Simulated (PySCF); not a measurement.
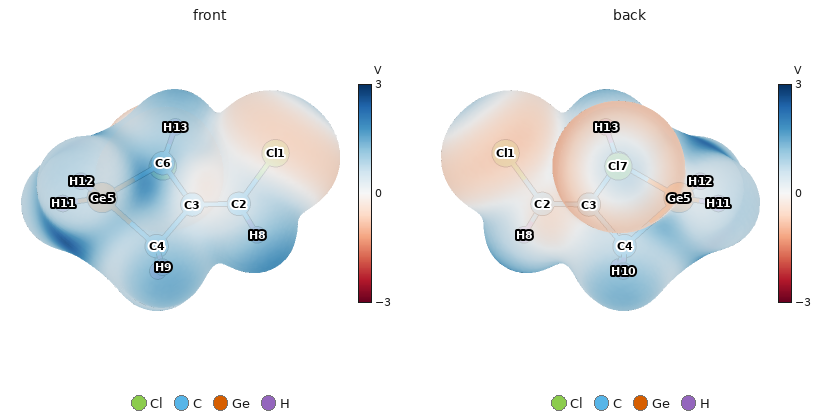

Figure 1: C₄H₆Cl₂Ge. The molecular electrostatic potential painted on the density surface at 0.004 e/bohr³, seen from the front and from behind; the colour scale runs from red (negative) to blue (positive).

Geometry: GFN2-xTB.

All numbers below come from wB97X-D/def2-SVPD, SCF density, gas phase in PySCF.

| atom | x (Å) | y (Å) | z (Å) |
| --- | --- | --- | --- |
| Cl | 2.3464 | 1.3399 | 1.7623 |
| C | 1.8717 | 0.1476 | 0.6115 |
| C | 0.6502 | 0.0820 | 0.1097 |
| C | 0.1230 | -0.9523 | -0.8534 |
| Ge | -1.7240 | -0.5192 | -0.2261 |
| C | -0.5307 | 0.9297 | 0.4675 |
| Cl | -0.6596 | 2.2911 | -0.6904 |
| H | 2.6618 | -0.5354 | 0.3392 |
| H | 0.5440 | -1.9444 | -0.7074 |
| H | 0.3013 | -0.6526 | -1.8863 |
| H | -2.7758 | -0.0806 | -1.2071 |
| H | -2.3034 | -1.4650 | 0.7978 |
| H | -0.5093 | 1.3597 | 1.4649 |

### Describe the electrostatic potential map.

The most negative region (about −0.9 V) lies over Cl7, the most positive (about +2.4 V) over Ge5. Cl1 shows a σ-hole: about +0.7 V at the tip opposite its bond, against about −0.3 V on its flanks. Cl7 shows a σ-hole: about +0.5 V at the tip opposite its bond, against about −0.7 V on its flanks.

### What dipole moment does the calculation give?

Its dipole moment is 2.91 D.
